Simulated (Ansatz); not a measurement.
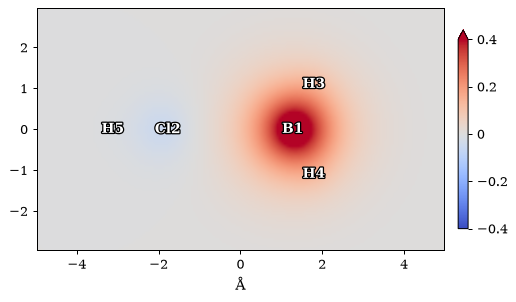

Figure. BH2···HCl (doublet). One frontier orbital on a plane 0.8 Å above the molecular plane (values in Å⁻³ᐟ²; the overall sign is arbitrary).

Not at a stationary point (largest force 0.9 eV/Å).

Theory: UKS PBE-D4/def2-SVP (Ansatz 0.2.0).

```xyz
5

B     0.0000    0.0000   -0.3476
Cl    0.0000    0.0000    2.7134
H     1.0986    0.0000   -0.8605
H    -1.0986    0.0000   -0.8605
H     0.0000    0.0000    4.0552
```

Q: Which orbital is it: HOMO (β) or LUMO (β)?

A: The LUMO (β), at −2.66 eV. Its weight (Hirshfeld) is mainly on B1 (about 85 %), H3 (about 10 %) and H4 (about 10 %); it changes sign across the molecular plane (π type).
